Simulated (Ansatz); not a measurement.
# Cl₂H₂Se₂Sn: one molecule under many settings

Aim: run Cl₂H₂Se₂Sn under a spread of inputs, and see what each costs and gives.

Program: Ansatz 0.2.0, Gaussian basis. Level of theory: the settings change from run to run. These are calculated values, not measurements.

**1. The relaxed structure**

The geometry comes from an earlier relaxation with PBE0-D4 in a triple-zeta def2 set; it is a stationary point, not always the lowest conformer. Sn takes a core potential in def2 sets; no spin-orbit term is included.

7 atoms, charge 0, spin multiplicity 1.

Atoms are counted from 1 here; the program's logs count them from 0.

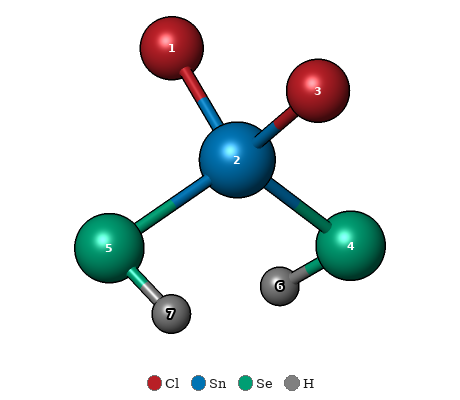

The geometry (chlorine red, tin blue, selenium teal, hydrogen grey); atoms are numbered from 1 in the order of the file.

Geometry (Å):

```
Cl   -0.6861   -2.6006   -0.4279
Sn    0.1466   -0.5423    0.2287
Cl    1.6157   -0.9440    1.9726
Se   -1.6128    0.9370    1.2220
Se    1.2931    0.3483   -1.8116
H    -2.2291    1.1061   -0.1027
H     1.5340    1.6274   -1.1268
```

**2. wB97M-V/def2-SVPD**

Input file in.yaml:

```yaml
crystal:
  periodic: [false, false, false]
  atoms:
    - {symbol: Cl, position_ang: [-0.686115, -2.600562, -0.427947]}
    - {symbol: Sn, position_ang: [0.146561, -0.542254, 0.228695]}
    - {symbol: Cl, position_ang: [1.615748, -0.943951, 1.972643]}
    - {symbol: Se, position_ang: [-1.612837, 0.936976, 1.222012]}
    - {symbol: Se, position_ang: [1.293074, 0.348251, -1.811603]}
    - {symbol: H, position_ang: [-2.229118, 1.106139, -0.102651]}
    - {symbol: H, position_ang: [1.533988, 1.627401, -1.126847]}
basis:
  gaussian: {orbitals: def2-SVPD}
hamiltonian: {xc: {name: wB97M-V}}
output: {forces: true}
```

Started as:

```console
$ ansatz run in.yaml --threads 4 --pin off --events-out ev --progress --plain --max-ram 11315MiB
```

What it wrote, cut to the lines that bear on the results:

```text
Functional definition: wB97M-V
  name "wB97M-V"
  cite "Mardirossian & Head-Gordon, J. Chem. Phys. 144, 214110 (2016) doi:10.1063/1.4952647"
  cite "Becke, J. Chem. Phys. 107, 8554 (1997) doi:10.1063/1.475007"
  cite "Vydrov & Van Voorhis, J. Chem. Phys. 133, 244103 (2010) doi:10.1063/1.3521275"
  # Of w^i u^j: cxij and so on, Table III.
[...]
  gx(w, u) = 1 - cx + cx01*u + cx10*w
  gss(w, u) = css00 + css04*u^4 + css10*w + css20*w^2 + css43*w^4*u^3
  gos(w, u) = cos00 + cos10*w + (cos20 + cos21*u)*w^2 + (cos60 + cos61*u)*w^6
[...]
      + integral(e_c_pw_mod_opposite_spin*gos(b97_w_opposite, b97_u_opposite)) + vv10(b, c)
1856 factors; integrals over basis functions are off by at most 1.0e-3 eV
567 factors; integrals over basis functions are off by at most 2.3e-5 eV
[...]
mean field -161579.88664287 eV, -5937.9513113446 hartree, gradient 2.5e-5 eV, S^2 0.000000; 0 other end points of the search recorded, 0 dependent functions left out
[...]
reference -161579.88672550 eV, -5937.9513143812 hartree; 63, 63 occupied and 121, 121 virtual orbitals, 1856 factors
Total energy: -161579.88672550 eV, -5937.9513143812 hartree
Atom 0 at    -0.686115    -2.600562    -0.427947 Å, force    -0.173866    -0.427944    -0.134280 eV/Å
Atom 1 at     0.146561    -0.542254     0.228695 Å, force    -0.131382     0.508495    -0.224553 eV/Å
Atom 2 at     1.615748    -0.943951     1.972643 Å, force     0.306536    -0.084900     0.360831 eV/Å
Atom 3 at    -1.612837     0.936976     1.222012 Å, force     0.002765    -0.004135    -0.010097 eV/Å
Atom 4 at     1.293074     0.348251    -1.811603 Å, force    -0.002843     0.003415     0.010456 eV/Å
Atom 5 at    -2.229118     1.106139    -0.102651 Å, force    -0.004174     0.003716     0.003657 eV/Å
Atom 6 at     1.533988     1.627401    -1.126847 Å, force     0.002963     0.001353    -0.006012 eV/Å
Dipole moment:    -0.130580     0.504365    -0.222990 e Å
```

Run time: 22 s. Hardware: 4 threads of Arm Neoverse V2, shared host; peak memory 1.1 GiB.

Largest force 0.571 eV/Å, dipole 2.72 D.

**3. RPBE/def2-SVP**

Changes to in.yaml since step 2:

```diff
@@ -11,4 +11,3 @@
 basis:
-  gaussian: {orbitals: def2-SVPD}
-hamiltonian: {xc: {name: wB97M-V}}
-output: {forces: true}
+  gaussian: {orbitals: def2-SVP}
+hamiltonian: {xc: {name: RPBE}}
```

The command is unchanged.

What it wrote:

```text
Functional definition: RPBE
  name "RPBE"
  cite "Hammer, Hansen & Nørskov, Phys. Rev. B 59, 7413 (1999) doi:10.1103/PhysRevB.59.7413"
  cite "Perdew, Burke & Ernzerhof, Phys. Rev. Lett. 77, 3865 (1996) doi:10.1103/PhysRevLett.77.3865"
  parameter kappa = 0.804
  parameter beta = 0.06672455060314922
  exchange = rpbe_x(kappa = kappa, mu = beta*pi^2/3)
  correlation = pbe_c(beta = beta)
1489 factors; their error is unknown
mean field evaluation 1: about -161579.4487 eV, gradient 2.2e1 eV
mean field evaluation 2: about -161577.8527 eV, gradient 3.2e1 eV
mean field evaluation 4: about -161580.6733 eV, gradient 8.9e-1 eV
mean field evaluation 8: about -161580.6810 eV, gradient 1.5e-2 eV
mean field -161580.46471871 eV, -5937.9725552399 hartree, gradient 8.7e-5 eV, S^2 0.000000; 0 other end points of the search recorded, 0 dependent functions left out
reference -161580.46475476 eV, -5937.9725565646 hartree; 63, 63 occupied and 73, 73 virtual orbitals, 1489 factors
Total energy: -161580.46475476 eV, -5937.9725565646 hartree
```

It took 1.4 s on 4 threads of Arm Neoverse V2, shared host.

**4. PBE/def2-mTZVPP**

Set apart from the defaults: D4 dispersion.

Changes to in.yaml since step 3:

```diff
@@ -11,3 +11,4 @@
 basis:
-  gaussian: {orbitals: def2-SVP}
-hamiltonian: {xc: {name: RPBE}}
+  gaussian: {orbitals: def2-mTZVPP}
+hamiltonian: {xc: {name: PBE}, dispersion: d4}
+output: {forces: true}
```

Launched as before.

What it wrote, cut to the lines that bear on the results:

```text
Functional definition: PBE
  name "PBE"
  cite "Perdew, Burke & Ernzerhof, Phys. Rev. Lett. 77, 3865 (1996) doi:10.1103/PhysRevLett.77.3865"
  parent pbe
[...]
1757 factors; their error is unknown
[...]
mean field -161583.41740290 eV, -5938.0810643826 hartree, gradient 2.6e-5 eV, S^2 0.000000; 0 other end points of the search recorded, 0 dependent functions left out
[...]
reference -161583.41744723 eV, -5938.0810660115 hartree; 63, 63 occupied and 109, 109 virtual orbitals, 1757 factors
Total energy: -161583.74277537 eV, -5938.0930216001 hartree
Atom 0 at    -0.686115    -2.600562    -0.427947 Å, force    -0.221883    -0.557685    -0.189874 eV/Å
Atom 1 at     0.146561    -0.542254     0.228695 Å, force    -0.064004     0.247836    -0.109401 eV/Å
Atom 2 at     1.615748    -0.943951     1.972643 Å, force     0.392565    -0.102097     0.481365 eV/Å
Atom 3 at    -1.612837     0.936976     1.222012 Å, force    -0.188514     0.232510     0.400744 eV/Å
Atom 4 at     1.293074     0.348251    -1.811603 Å, force     0.145743    -0.067490    -0.473614 eV/Å
Atom 5 at    -2.229118     1.106139    -0.102651 Å, force    -0.107328     0.027444    -0.227655 eV/Å
Atom 6 at     1.533988     1.627401    -1.126847 Å, force     0.043422     0.219482     0.118435 eV/Å
Dipole moment:    -0.130309     0.503312    -0.222522 e Å
```

Wall time 2.4 s (4 threads of Arm Neoverse V2, shared host); peak memory 0.3 GiB.

Largest force 0.630 eV/Å, dipole 2.72 D.

**5. LC-wPBE/def2-mTZVPP**

Options: charge +1, multiplicity 2.

Changes to in.yaml since step 4:

```diff
@@ -12,3 +12,4 @@
   gaussian: {orbitals: def2-mTZVPP}
-hamiltonian: {xc: {name: PBE}, dispersion: d4}
-output: {forces: true}
+total_charge: 1
+magnetization: {spin_polarized: true, initial_magnetization: 1}
+hamiltonian: {xc: {name: LC-wPBE}}
```

Launched as before.

What it wrote, cut to the lines that bear on the results:

```text
Functional definition: LC-wPBE
  name "LC-wPBE"
  cite "Vydrov & Scuseria, J. Chem. Phys. 125, 234109 (2006) doi:10.1063/1.2409292"
  cite "Heyd & Scuseria, J. Chem. Phys. 120, 7274 (2004) doi:10.1063/1.1668634"
  cite "Ernzerhof & Perdew, J. Chem. Phys. 109, 3313 (1998) doi:10.1063/1.476928"
  cite "Perdew, Burke & Ernzerhof, Phys. Rev. Lett. 77, 3865 (1996) doi:10.1103/PhysRevLett.77.3865"
  parent pbe
[...]
1757 factors; their error is unknown
521 factors; integrals over basis functions are off by at most 1.2e-5 eV
[...]
mean field -161579.48349524 eV, -5937.9364959425 hartree, gradient 2.0e-5 eV, S^2 0.754928; 2 other end points of the search recorded, 0 dependent functions left out
reference -161579.48349525 eV, -5937.9364959428 hartree; 63, 62 occupied and 109, 110 virtual orbitals, 1757 factors
Total energy: -161579.48349525 eV, -5937.9364959428 hartree
```

Run time: 15 s. Hardware: 4 threads of Arm Neoverse V2, shared host; peak memory 0.72 GiB.

⟨S²⟩ 0.755.

**6. wB97/def2-TZVPP**

Set apart from the defaults: high accuracy, the search for lower states set to off.

Changes to in.yaml since step 5:

```diff
@@ -11,5 +11,5 @@
 basis:
-  gaussian: {orbitals: def2-mTZVPP}
-total_charge: 1
-magnetization: {spin_polarized: true, initial_magnetization: 1}
-hamiltonian: {xc: {name: LC-wPBE}}
+  gaussian: {orbitals: def2-TZVPP}
+hamiltonian: {xc: {name: wB97}}
+accuracy: high
+scf: {lower_state_search: off}
```

Same command.

What it wrote, cut to the lines that bear on the results:

```text
Functional definition: wB97
  name "wB97"
  cite "Chai & Head-Gordon, J. Chem. Phys. 128, 084106 (2008) doi:10.1063/1.2834918"
  cite "Becke, J. Chem. Phys. 107, 8554 (1997) doi:10.1063/1.475007"
[...]
  # The coefficients of nought are those of the uniform gas.
[...]
      + integral(e_c_pw_opposite_spin*poly(b97_u_opposite, 1, cos1, cos2, cos3, cos4))
[...]
4177 factors; integrals over basis functions are off by at most 1.4e-8 eV
891 factors; integrals over basis functions are off by at most 1.7e-9 eV
[...]
mean field -161622.98907832 eV, -5939.5352966317 hartree, gradient 4.9e-8 eV, S^2 0.000000; 0 other end points of the search recorded, 0 dependent functions left out
reference -161622.98907728 eV, -5939.5352965935 hartree; 63, 63 occupied and 195, 195 virtual orbitals, 4177 factors
Total energy: -161622.98907728 eV, -5939.5352965935 hartree
Checks for a lower state left out: stability, starts, cluster_reference, orbital_swaps, neighbouring_geometries, increment
```

Run time: 33 s. Hardware: 4 threads of Arm Neoverse V2, shared host; peak memory 1.6 GiB.

**7. wB97X-V/def2-SVP**

Changes to in.yaml since step 6:

```diff
@@ -11,5 +11,3 @@
 basis:
-  gaussian: {orbitals: def2-TZVPP}
-hamiltonian: {xc: {name: wB97}}
-accuracy: high
-scf: {lower_state_search: off}
+  gaussian: {orbitals: def2-SVP}
+hamiltonian: {xc: {name: wB97X-V}}
```

Launched as before.

What it wrote, cut to the lines that bear on the results:

```text
Functional definition: wB97X-V
  name "wB97X-V"
  cite "Mardirossian & Head-Gordon, Phys. Chem. Chem. Phys. 16, 9904 (2014) doi:10.1039/C3CP54374A"
  cite "Becke, J. Chem. Phys. 107, 8554 (1997) doi:10.1063/1.475007"
  cite "Vydrov & Van Voorhis, J. Chem. Phys. 133, 244103 (2010) doi:10.1063/1.3521275"
[...]
      + integral(e_c_pw_opposite_spin*poly(b97_u_opposite, cos0, cos1)) + vv10(b, c)
1378 factors; integrals over basis functions are off by at most 1.0e-3 eV
289 factors; integrals over basis functions are off by at most 6.1e-6 eV
[...]
mean field -161572.64764477 eV, -5937.6852830714 hartree, gradient 5.3e-5 eV, S^2 0.000000; 0 other end points of the search recorded, 0 dependent functions left out
reference -161572.64764300 eV, -5937.6852830063 hartree; 63, 63 occupied and 73, 73 virtual orbitals, 1378 factors
Total energy: -161572.64764300 eV, -5937.6852830063 hartree
```

Run time: 8.5 s. Hardware: 4 threads of Arm Neoverse V2, shared host; peak memory 0.57 GiB.

**8. wB97M-V/def2-mTZVPP**

Options: relativity set to none.

Changes to in.yaml since step 7:

```diff
@@ -11,3 +11,4 @@
 basis:
-  gaussian: {orbitals: def2-SVP}
-hamiltonian: {xc: {name: wB97X-V}}
+  gaussian: {orbitals: def2-mTZVPP}
+hamiltonian: {xc: {name: wB97M-V}, pseudopotentials: {relativity: none}}
+output: {forces: true}
```

Same command.

What it wrote, cut to the lines that bear on the results:

```text
Functional definition: wB97M-V
  name "wB97M-V"
  cite "Mardirossian & Head-Gordon, J. Chem. Phys. 144, 214110 (2016) doi:10.1063/1.4952647"
  cite "Becke, J. Chem. Phys. 107, 8554 (1997) doi:10.1063/1.475007"
  cite "Vydrov & Van Voorhis, J. Chem. Phys. 133, 244103 (2010) doi:10.1063/1.3521275"
  # Of w^i u^j: cxij and so on, Table III.
[...]
  gx(w, u) = 1 - cx + cx01*u + cx10*w
  gss(w, u) = css00 + css04*u^4 + css10*w + css20*w^2 + css43*w^4*u^3
  gos(w, u) = cos00 + cos10*w + (cos20 + cos21*u)*w^2 + (cos60 + cos61*u)*w^6
[...]
      + integral(e_c_pw_mod_opposite_spin*gos(b97_w_opposite, b97_u_opposite)) + vv10(b, c)
1666 factors; integrals over basis functions are off by at most 7.7e-4 eV
393 factors; integrals over basis functions are off by at most 7.4e-6 eV
[...]
mean field -161603.54019063 eV, -5938.8205631918 hartree, gradient 5.4e-5 eV, S^2 0.000000; 0 other end points of the search recorded, 0 dependent functions left out
[...]
reference -161603.54024156 eV, -5938.8205650634 hartree; 63, 63 occupied and 109, 109 virtual orbitals, 1666 factors
Total energy: -161603.54024156 eV, -5938.8205650634 hartree
Atom 0 at    -0.686115    -2.600562    -0.427947 Å, force    -0.059878    -0.137695    -0.039968 eV/Å
Atom 1 at     0.146561    -0.542254     0.228695 Å, force    -0.050869     0.197306    -0.087000 eV/Å
Atom 2 at     1.615748    -0.943951     1.972643 Å, force     0.102750    -0.028062     0.113114 eV/Å
Atom 3 at    -1.612837     0.936976     1.222012 Å, force     0.000213    -0.022379    -0.144792 eV/Å
Atom 4 at     1.293074     0.348251    -1.811603 Å, force    -0.017544     0.088106     0.115781 eV/Å
Atom 5 at    -2.229118     1.106139    -0.102651 Å, force     0.037053    -0.006231     0.103187 eV/Å
Atom 6 at     1.533988     1.627401    -1.126847 Å, force    -0.011725    -0.091045    -0.060322 eV/Å
Dipole moment:    -0.132832     0.513029    -0.226826 e Å
```

Wall time 17 s (4 threads of Arm Neoverse V2, shared host); peak memory 0.85 GiB.

Largest force 0.222 eV/Å, dipole 2.77 D.

**9. RPA/def2-TZVP**

This run has the search for lower states set to off.

Changes to in.yaml since step 8:

```diff
@@ -11,4 +11,5 @@
 basis:
-  gaussian: {orbitals: def2-mTZVPP}
-hamiltonian: {xc: {name: wB97M-V}, pseudopotentials: {relativity: none}}
-output: {forces: true}
+  gaussian: {orbitals: def2-TZVP}
+hamiltonian: {xc: {name: PBE0}}
+correlation: {method: rpa}
+scf: {lower_state_search: off}
```

Same command.

What it wrote, cut to the lines that bear on the results:

```text
Functional definition: PBE0
  name "PBE0"
  cite "Adamo & Barone, J. Chem. Phys. 110, 6158 (1999) doi:10.1063/1.478522"
  cite "Perdew, Burke & Ernzerhof, Phys. Rev. Lett. 77, 3865 (1996) doi:10.1103/PhysRevLett.77.3865"
  parent pbe
[...]
1652 factors; integrals over basis functions are off by at most 8.3e-4 eV
[...]
mean field -161590.45134306 eV, -5938.3395569157 hartree, gradient 3.2e-6 eV, S^2 0.000000; 0 other end points of the search recorded, 0 dependent functions left out
32 core orbitals not correlated: weight in the atoms' cores, before any rotation towards them, 1.000 or more for the frozen orbitals, at most 0.000 for the correlated occupied ones
reference -161454.77908061 eV, -5933.3536932325 hartree; 31, 31 occupied and 169, 169 virtual orbitals, 1652 factors
Total energy: -161500.54598699 eV, -5935.0355960202 hartree
Checks for a lower state left out: stability, starts, cluster_reference, orbital_swaps, neighbouring_geometries, increment
```

Wall time 7.5 s (4 threads of Arm Neoverse V2, shared host); peak memory 0.66 GiB.

**10. SVWN5/def2-SVPD**

Changes to in.yaml since step 9:

```diff
@@ -11,5 +11,4 @@
 basis:
-  gaussian: {orbitals: def2-TZVP}
-hamiltonian: {xc: {name: PBE0}}
-correlation: {method: rpa}
-scf: {lower_state_search: off}
+  gaussian: {orbitals: def2-SVPD}
+hamiltonian: {xc: {name: SVWN5}}
+output: {forces: true}
```

The command is unchanged.

What it wrote, cut to the lines that bear on the results:

```text
Functional definition: SVWN5
  name "SVWN5"
  cite "Dirac, Proc. Camb. Phil. Soc. 26, 376 (1930) doi:10.1017/S0305004100016108"
  cite "Slater, Phys. Rev. 81, 385 (1951) doi:10.1103/PhysRev.81.385"
  cite "Vosko, Wilk & Nusair, Can. J. Phys. 58, 1200 (1980) doi:10.1139/p80-159"
[...]
1935 factors; their error is unknown
[...]
mean field -161314.10798028 eV, -5928.1841256456 hartree, gradient 4.6e-5 eV, S^2 0.000000; 0 other end points of the search recorded, 0 dependent functions left out
[...]
reference -161314.10804757 eV, -5928.1841281184 hartree; 63, 63 occupied and 121, 121 virtual orbitals, 1935 factors
Total energy: -161314.10804757 eV, -5928.1841281184 hartree
Atom 0 at    -0.686115    -2.600562    -0.427947 Å, force    -0.150264    -0.407280    -0.143659 eV/Å
Atom 1 at     0.146561    -0.542254     0.228695 Å, force    -0.127491     0.493354    -0.217877 eV/Å
Atom 2 at     1.615748    -0.943951     1.972643 Å, force     0.275236    -0.075901     0.357103 eV/Å
Atom 3 at    -1.612837     0.936976     1.222012 Å, force     0.105795    -0.003000     0.356399 eV/Å
Atom 4 at     1.293074     0.348251    -1.811603 Å, force    -0.028796    -0.294758    -0.224795 eV/Å
Atom 5 at    -2.229118     1.106139    -0.102651 Å, force    -0.110467     0.018173    -0.304874 eV/Å
Atom 6 at     1.533988     1.627401    -1.126847 Å, force     0.035988     0.269411     0.177703 eV/Å
Dipole moment:    -0.129417     0.499901    -0.221003 e Å
```

It took 2 s on 4 threads of Arm Neoverse V2, shared host; peak memory 0.35 GiB.

Largest force 0.554 eV/Å, dipole 2.70 D.

**11. The runs in one table**

```tsv
level	charge	multiplicity	geometry	functions	energy (eV)	time
wB97M-V/def2-SVPD	0	1	relaxed	184	-161579.887	22 s
RPBE/def2-SVP	0	1	relaxed	136	-161580.465	1.4 s
PBE/def2-mTZVPP	0	1	relaxed	172	-161583.743	2.4 s
LC-wPBE/def2-mTZVPP	1	2	relaxed	172	-161579.483	15 s
wB97/def2-TZVPP	0	1	relaxed	258	-161622.989	33 s
wB97X-V/def2-SVP	0	1	relaxed	136	-161572.648	8.5 s
wB97M-V/def2-mTZVPP	0	1	relaxed	172	-161603.540	17 s
RPA/def2-TZVP	0	1	relaxed	232	-161500.546	7.5 s
SVWN5/def2-SVPD	0	1	relaxed	184	-161314.108	2 s
```

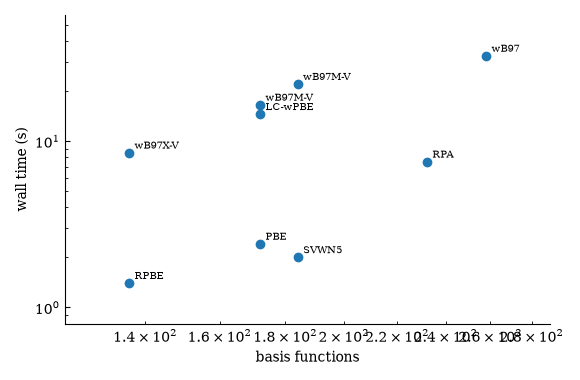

Wall time against the number of basis functions (shared host).

**12. Results**

| quantity | value |
| --- | --- |
| runs | 9 |
| quickest | RPBE/def2-SVP, 1.4 s |
| slowest | wB97/def2-TZVPP, 33 s |
| spread of total energies, same state and geometry | 308.9 eV |
| dipole, same state and geometry | 2.70 to 2.77 D |

What this shows: Run time spans a factor of 23, from RPBE/def2-SVP to wB97/def2-TZVPP. The jobs differ in tasks and options as well as level. Total energies at one charge and spin differ by 309 eV between levels, so only differences within one level mean anything. At the PBE0-D4/def2-TZVP geometry and in the same state, the sound runs without point charges leave forces up to 0.63 eV/Å (PBE/def2-mTZVPP). At that geometry and state the dipole changes by 3 % between the lowest and highest value.
